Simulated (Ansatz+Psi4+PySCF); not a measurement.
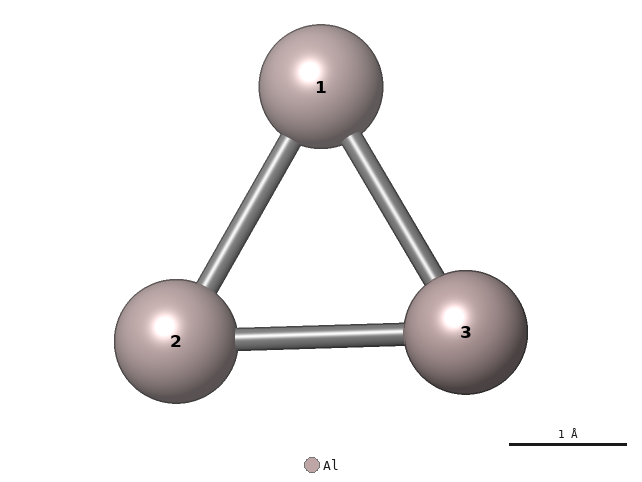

Source: calculation with Ansatz+Psi4+PySCF.

Orthographic view. Depth is shown by fading: the farther an atom, the more it takes the colour of the background. The species is neutral and a spin doublet. Geometry: a fixed input geometry, not necessarily a minimum.

Write a Z-matrix (Å, degrees) in the order of the atom numbers, with these reference atoms: 2 to 1; 3 to 1, 2.

```
Al 
Al   1   2.511
Al   1   2.511   2    60.0
```
